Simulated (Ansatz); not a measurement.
Single-point calculation, with input and output: C$_{2}$H$_{10}$AlN

The run: single-point calculation of C$_{2}$H$_{10}$AlN, SMILES [CH3][AlH-]([CH3])[NH3+]. Method and program: RKS PBE0-D4/def2-TZVPP (Ansatz 0.2.0).

The geometry comes from this level: PBE0-D4/def2-TZVP.

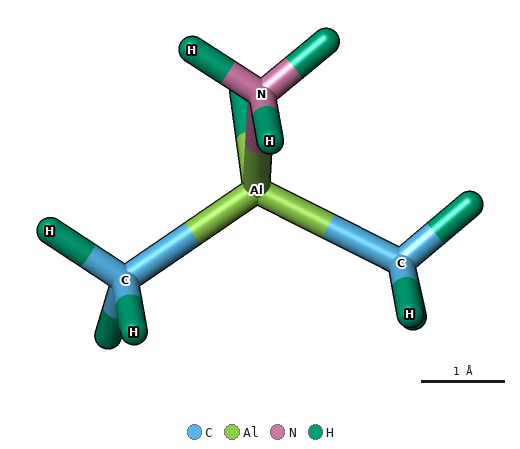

*The structure as given in the input (stick view, seen at a tilt). Sticks mark near contacts.*

Bond lengths as drawn: Al–C 1.98 Å, Al–H 1.61 Å, Al–N 2.07 Å, C–H 1.10 Å and H–N 1.01 Å.

## Input
```yaml
crystal:
  periodic: [false, false, false]
  atoms:
    - {symbol: C, position_ang: [-0.930458, 1.052034, -1.294199]}
    - {symbol: Al, position_ang: [-0.487363, 0.155828, 0.411721]}
    - {symbol: C, position_ang: [1.171895, 0.702987, 1.337517]}
    - {symbol: N, position_ang: [0.055794, -1.722420, -0.271673]}
    - {symbol: H, position_ang: [-1.740387, 0.556718, -1.841697]}
    - {symbol: H, position_ang: [-1.265644, 2.080000, -1.116922]}
    - {symbol: H, position_ang: [-0.071171, 1.122501, -1.971651]}
    - {symbol: H, position_ang: [-1.723435, -0.307002, 1.337815]}
    - {symbol: H, position_ang: [1.055482, 1.694632, 1.788725]}
    - {symbol: H, position_ang: [1.451137, 0.026889, 2.153601]}
    - {symbol: H, position_ang: [2.031586, 0.773391, 0.660583]}
    - {symbol: H, position_ang: [0.306133, -2.325845, 0.504759]}
    - {symbol: H, position_ang: [-0.715533, -2.158492, -0.766178]}
    - {symbol: H, position_ang: [0.848764, -1.680421, -0.903602]}
basis:
  gaussian: {orbitals: def2-TZVPP}
hamiltonian: {xc: pbe0, dispersion: d4}
output: {orbitals: {seedname: orbitals}}
```

Run as:
```bash
ansatz run in.yaml --threads 4 --pin off --events-out ev --progress --plain --max-ram 10444MiB
```

## Output
```
Functional definition: PBE0
  name "PBE0"
  cite "Adamo & Barone, J. Chem. Phys. 110, 6158 (1999) doi:10.1063/1.478522"
  cite "Perdew, Burke & Ernzerhof, Phys. Rev. Lett. 77, 3865 (1996) doi:10.1103/PhysRevLett.77.3865"
  parent pbe
  parameter a = 0.25
  parameter kappa = 0.804
  parameter beta = 0.06672455060314922
  exchange = (1 - a)*pbe_x(kappa = kappa, mu = beta*pi^2/3) + a*exact_x
  correlation = pbe_c(beta = beta)
1405 factors; their error is unknown
mean field evaluation 1: about -10304.1819 eV, gradient 8.5e1 eV
mean field evaluation 2: about -10297.0935 eV, gradient 9.5e1 eV
mean field evaluation 4: about -10319.3355 eV, gradient 2.9e0 eV
mean field evaluation 8: about -10319.3561 eV, gradient 1.9e-2 eV
mean field evaluation 16: about -10319.3600 eV, gradient 2.3e-5 eV
mean field -10319.36000052 eV, -379.2294853055 hartree, gradient 2.3e-5 eV, S^2 0.000000; 0 other end points of the search recorded, 0 dependent functions left out
reference -10319.36003883 eV, -379.2294867136 hartree; 21, 21 occupied and 254, 254 virtual orbitals, 1405 factors
Total energy: -10319.55898312 eV, -379.2367977812 hartree
```

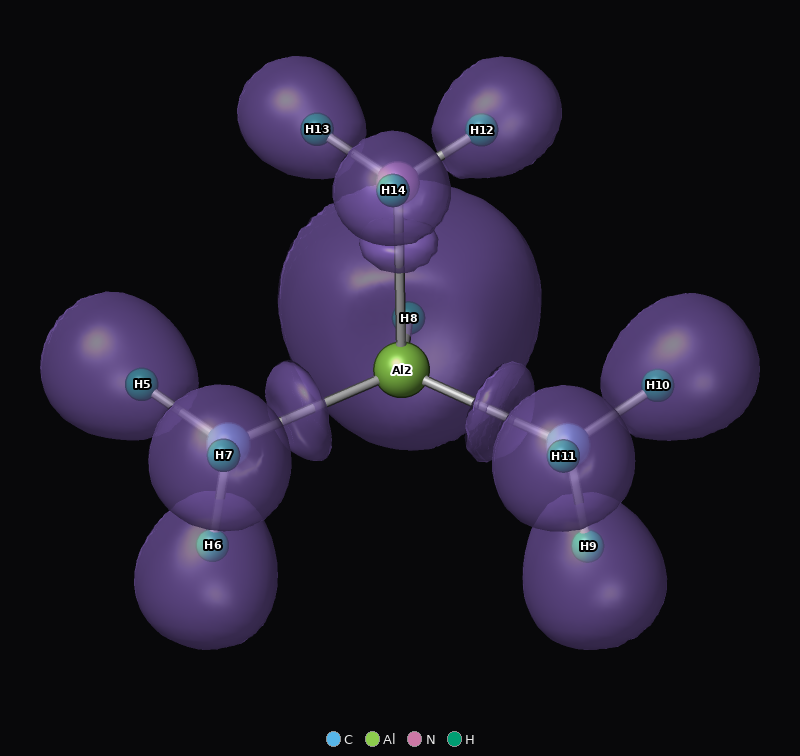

*Isosurface of the electron localisation function at 0.9 (purple), seen face on. Core shells and regions of very low density are left out.*

Along the contacts the grid gives the following. C–Al (1.98 Å): the ELF peaks at about 0.95 between the atoms, which marks a shared but strongly polarised pair. Al–N (2.07 Å): the ELF peaks at about 0.95 in the valence shell of N, 0.7 Å from its nucleus, and is about 0.75 at the midpoint.

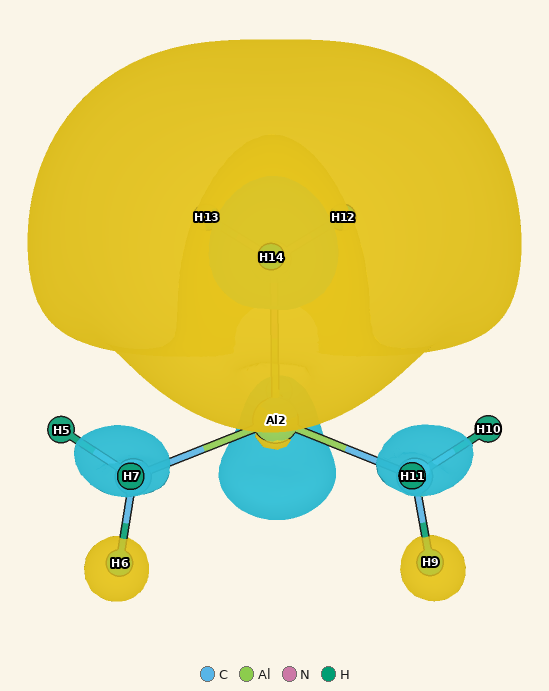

*The LUMO at ±0.06 Å⁻³ᐟ² (yellow and cyan are the two phases), seen face on.*

Its weight (Hirshfeld) is mainly on H14 (20 %), H12 (20 %), H13 (20 %), N4 (15 %) and Al2 (10 %). Its energy is −0.11 eV.

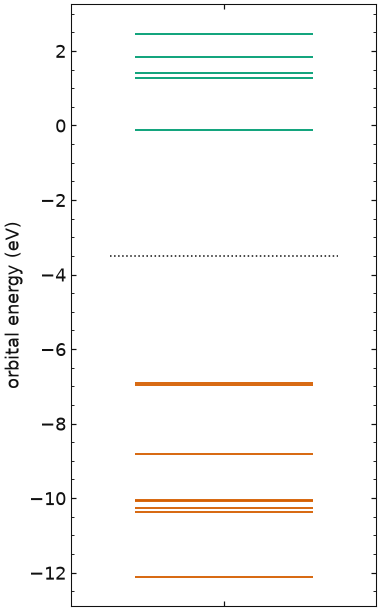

*Orbital energies near the frontier; the dotted line parts filled from empty levels, and levels within 0.02 eV of each other stand side by side.*

Highest filled −6.90 eV, lowest empty −0.11 eV, 6.79 eV apart.

## Results in brief

| quantity | value |
| --- | --- |
| outcome | converged |
| total energy | −10319.5590 eV |
| mean-field energy | −10319.3600 eV |
| dispersion energy | −0.1989 eV |
| SCF solution under orbital rotations | stable |
| HOMO | −6.90 eV |
| LUMO | −0.11 eV |
| hardware | 4 threads of Arm Neoverse V2, 23 GiB of memory available, shared host |
| wall time | 2.2 s (CPU time 8.3 s) |
| peak memory | 0.63 GiB |
